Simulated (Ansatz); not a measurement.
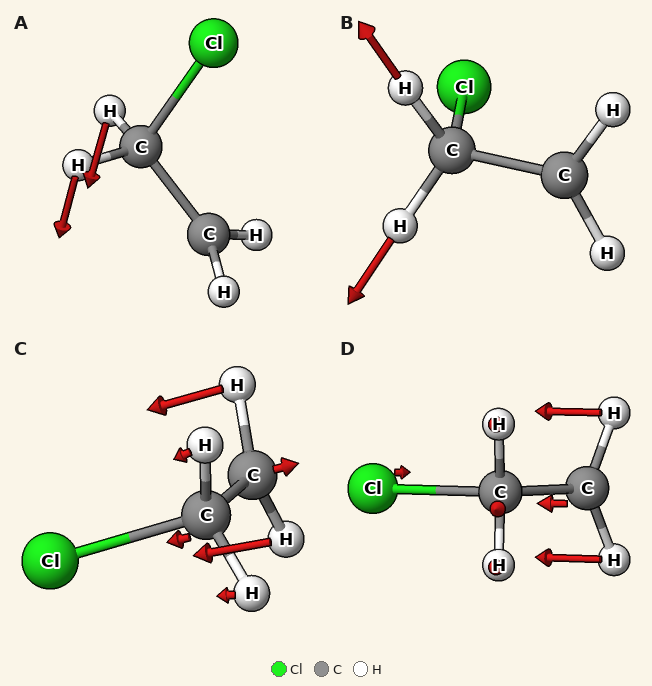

4 normal modes of one molecule or complex, as arrows. State: neutral, doublet. Harmonic vibrations computed with UKS PBE0-D4/def2-TZVP (Ansatz 0.2.0) at a stationary point of the same level.

Match the panels to the wavenumbers 303 cm⁻¹, 677 cm⁻¹, 1248 cm⁻¹, 3110 cm⁻¹.

Answer. A: 1248 cm⁻¹, Cl–C–H bending
B: 3110 cm⁻¹, in-phase stretching of 2 C–H bonds
C: 677 cm⁻¹
D: 303 cm⁻¹
